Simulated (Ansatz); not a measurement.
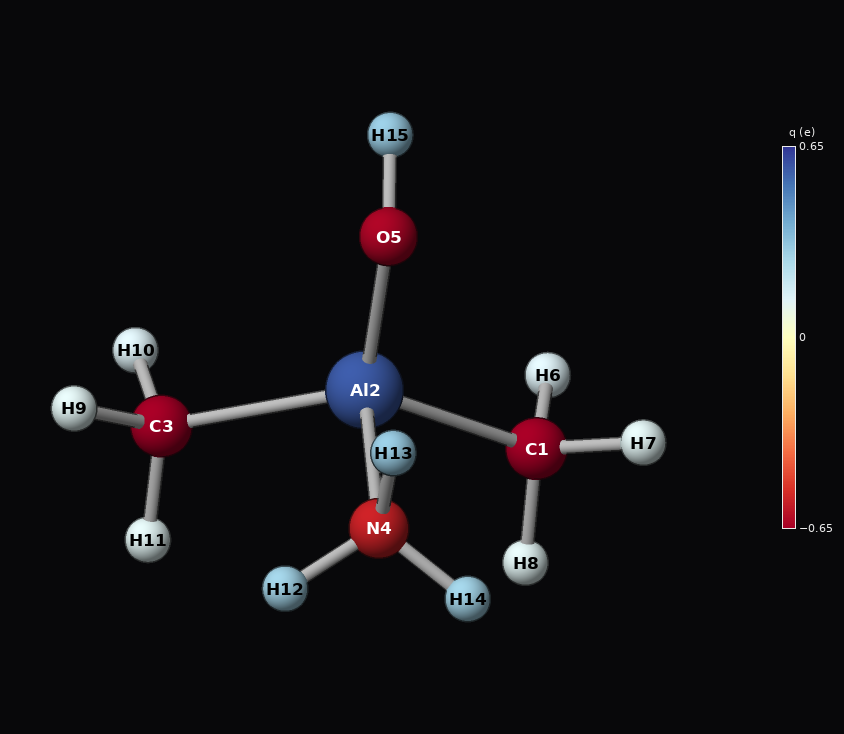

Atoms are coloured by their Mulliken charges. Computed geometry: PBE0-D4/def2-TZVP optimisation. Method: RKS PBE0-D4/def2-TZVP (Ansatz 0.2.0).

List the Mulliken charges.

```tsv
atom	value (e)
C1	−0.65
Al2	0.57
C3	−0.65
N4	−0.55
O5	−0.63
H6	0.13
H7	0.12
H8	0.12
H9	0.12
H10	0.13
H11	0.12
H12	0.28
H13	0.30
H14	0.28
H15	0.30
```

Mulliken values depend strongly on the basis set and can even reverse the polarity of a bond.
